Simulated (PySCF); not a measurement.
Vertical excitations of a molecule C3H10O2Si from TDA-CAM-B3LYP/def2-SVPD in PySCF, as energy in eV (oscillator strength): 7.17 (0.003), 7.34 (0.017), 8.02 (0.023), 8.10 (0.003), 8.26 (0.060), 8.38 (0.003). Lowest triplet (TDA): 6.82 eV. The structure is a stationary point at B3LYP-D3(BJ)/def2-SVP. The values are those of a single conformer.

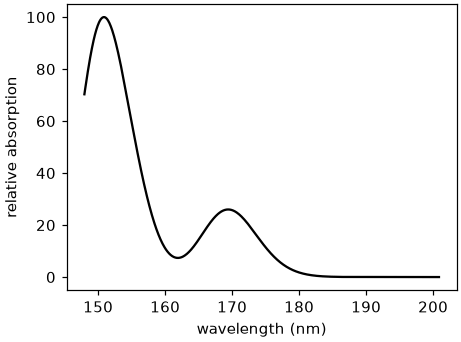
Fig. 1. The lines broadened by 0.4 eV.

**Question.** Identify the compound among the candidates.
A) OCC[C@H](O)[SiH3]
B) CO[SiH2][C@H](C)O
C) C[C@@H](O)CO[SiH3]
D) CO[C@H](C)O[SiH3]

**Answer.** C, C[C@@H](O)CO[SiH3]
